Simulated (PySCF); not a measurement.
# CCSD(T)/STO-3G run of H2S3

Aim: the vertical ionisation energy of H2S3 at CCSD(T)/STO-3G, from 2 runs. Input form: a Python script.

The calculation is run with PySCF 2.14.0.

7 further runs of the same task are left out: 1 that didn't finish, 6 set aside as unsound or not needed.

## Step 1: The system as given

H2S3: 5 atoms, total charge 0, spin state singlet. The shape is that of a GFN2-xTB optimisation.

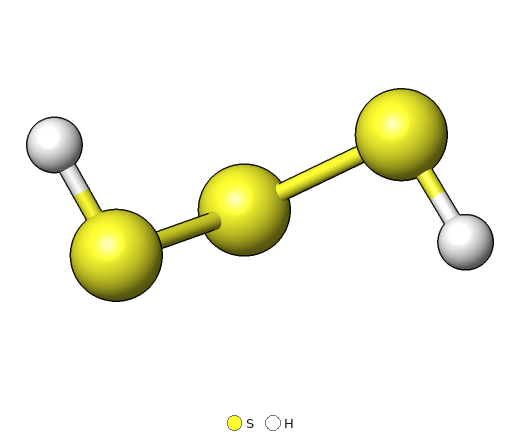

The structure, seen from a chosen angle (sulfur yellow, hydrogen white).

## Step 2: A single-point energy at CCSD(T)/STO-3G

Input file input.py:

```python
from pyscf import gto, cc

system = gto.M(
    atom='''
S        0.623850       0.138460       1.545950
S        0.177730       0.953140      -0.282180
S       -0.690650      -0.503070      -1.435750
H        1.854960      -0.303010       1.262950
H       -1.965890      -0.285520      -1.090980
''',
    verbose=3,
    max_memory=1860,
    charge=0,
    basis='sto-3g',
)

calc0 = system.RHF()
calc0.conv_tol = 1e-10
calc0.kernel()
if not calc0.converged:
    calc0 = calc0.newton().run(calc0.mo_coeff, calc0.mo_occ)

mycc = cc.CCSD(calc0, frozen=15)
mycc.kernel()
e_t = mycc.ccsd_t()
e_final = mycc.e_tot + e_t
print('E = %.10f Eh' % e_final)
```

The run is started by

```console
$ OMP_NUM_THREADS=1 python input.py
```

The log of the run:

```text
converged SCF energy = -1180.67346996948
E(CCSD) = -1180.770110943079  E_corr = -0.09664097359908541
CCSD(T) correction = -0.00079188145340585
E = -1180.7709028245 Eh
```

Wall time 0.42 s (1 thread of AMD EPYC 9R45 (Zen 5), shared host); peak memory 0.12 GiB.

## Step 3: The doublet cation at the same level

Input file run.py:

```python
from pyscf import gto, scf, cc

mol = gto.M(
    atom='''
S      1.178906     0.261651     2.921422
S      0.335861     1.801174    -0.533243
S     -1.305139    -0.950665    -2.713174
H      3.505366    -0.572606     2.386630
H     -3.714994    -0.539555    -2.061653
''',
    basis='sto-3g',
    charge=1,
    spin=1,
    max_memory=1860,
    unit='bohr',
    verbose=3,
)

mf = scf.UHF(mol)
mf.conv_tol = 1e-10
mf.kernel()
if not mf.converged:
    mf = mf.newton().run(mf.mo_coeff, mf.mo_occ)

mycc = cc.CCSD(mf, frozen=15)
mycc.kernel()
e_t = mycc.ccsd_t()
energy = mycc.e_tot + e_t
print('Final energy', energy)
```

The run is started by

```console
$ OMP_NUM_THREADS=1 python run.py
```

The log of the run:

```text
converged SCF energy = -1180.45301689547  <S^2> = 0.76614608  2S+1 = 2.0160814
E(UCCSD) = -1180.555723502828  E_corr = -0.1027066073580268
UCCSD(T) correction = -0.00149166767330647
Final energy -1180.5572151705007
```

It took 0.54 s on 1 thread of AMD EPYC 9R45 (Zen 5), shared host; peak memory 0.1 GiB.

## Step 4: Results

Level: CCSD(T)/STO-3G, 15 core orbitals frozen.

| quantity | value |
| --- | --- |
| singlet H2S3: total energy | -1180.77090 Eh |
| singlet H2S3: dipole moment (Hartree–Fock density) | 0.38 D |
| singlet H2S3: HOMO energy (Hartree–Fock orbitals) | -7.09 eV |
| singlet H2S3: LUMO energy (Hartree–Fock orbitals) | 8.36 eV |
| singlet H2S3: HOMO–LUMO gap (Hartree–Fock orbitals) | 15.45 eV |
| singlet H2S3: correlation energy (15 core orbitals frozen) | -97.4 mEh |
| singlet H2S3: (T) correction | -0.79 mEh |
| singlet H2S3: T1 diagnostic | 0.009 |
| doublet cation: total energy | -1180.55722 Eh |
| doublet cation: HOMO energy (Hartree–Fock orbitals) (highest over α and β) | -14.37 eV |
| doublet cation: LUMO energy (Hartree–Fock orbitals) (lowest over α and β) | -4.45 eV |
| doublet cation: correlation energy (15 core orbitals frozen) | -104.2 mEh |
| doublet cation: (T) correction | -1.49 mEh |
| doublet cation: ⟨S²⟩ of the reference determinant | 0.766 |
| doublet cation: T1 diagnostic | 0.060 |
| vertical ionisation energy (to the doublet cation) | 5.815 eV |

In words: Removing an electron at fixed nuclei costs 5.81 eV (561 kJ/mol). In a minimal basis such a difference can be off by several eV, whatever the method. The triples (singlet H2S3) make up 0.8 % of the correlation energy. The T1 diagnostic (doublet cation) of 0.060 is above the customary mark for such species, so a single reference may not serve. The triples (doublet cation) make up 1.4 % of the correlation energy.
